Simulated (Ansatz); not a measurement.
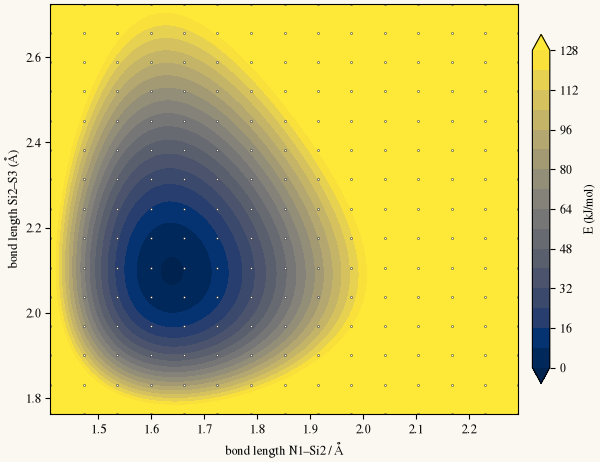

H2NSSi, SMILES [N]=[SiH]S, spin multiplicity 2. First axis: bond length N1–Si2. Second axis: bond length Si2–S3. Nothing is relaxed (all other coordinates rigid). The scan uses a 15 × 15 grid. Points are written as (first, second). All energies are given in kJ/mol relative to the lowest grid point. Theory: UKS SPW92 (LDA)/def2-TZVP (Ansatz 0.2.0).

In the figure: filled contours, dots at the grid points, one colour for all values above the top of the scale. Between grid points the surface is interpolated.

> Estimate the position of the minimum and the force constants in these coordinates.

The interpolated minimum is at bond length N1–Si2 ≈ 1.639 Å, bond length Si2–S3 ≈ 2.097 Å. The curvatures there are about 36 eV/Å² and 16 eV/Å², with a cross term of about 0.6 eV/Å². Round the minimum the two coordinates are nearly uncoupled. (1 eV is 96.5 kJ/mol.)
